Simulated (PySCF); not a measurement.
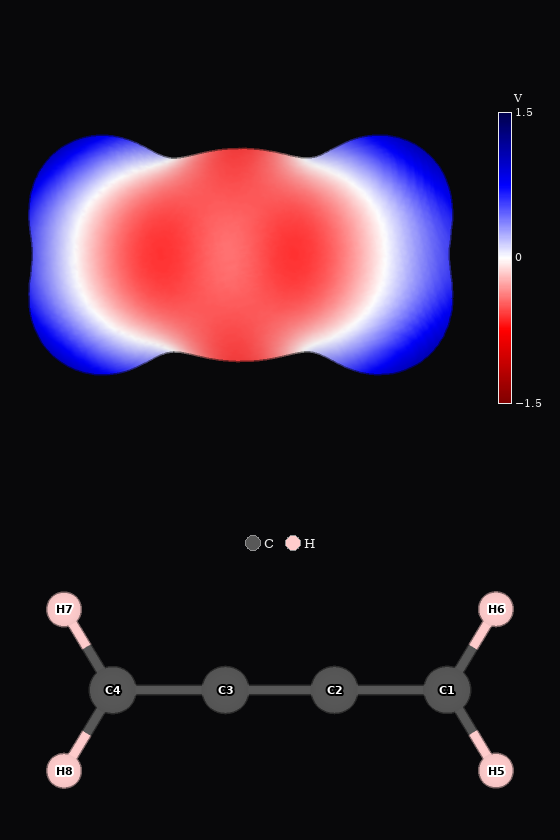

C$_{4}$H$_{4}$. The molecular electrostatic potential painted on the density surface at 0.002 e/bohr³, seen across its widest extent; red is negative and blue positive. The bare structure is drawn below in the same view.

Geometry: PBE0-D3(BJ)/def2-SVP.

Level of theory: PBE0/pcSseg-1, SCF density, gas phase, non-relativistic in PySCF.

```yaml
atoms:
  - { symbol: C, position_ang: [1.9064, -0.2982, 0.3351] }
  - { symbol: C, position_ang: [0.6213, -0.0974, 0.1224] }
  - { symbol: C, position_ang: [-0.6213, 0.0972, -0.0837] }
  - { symbol: C, position_ang: [-1.9064, 0.2982, -0.2962] }
  - { symbol: H, position_ang: [2.2568, -0.8803, 1.1943] }
  - { symbol: H, position_ang: [2.6658, 0.1103, -0.3402] }
  - { symbol: H, position_ang: [-2.2569, 0.8805, -1.1553] }
  - { symbol: H, position_ang: [-2.6658, -0.1103, 0.3791] }
```

Describe the electrostatic potential map.

The most negative region (about −0.6 V) lies over C1, C2, C3 and C4, the most positive (about +1.0 V) over H5, H6, H7 and H8.
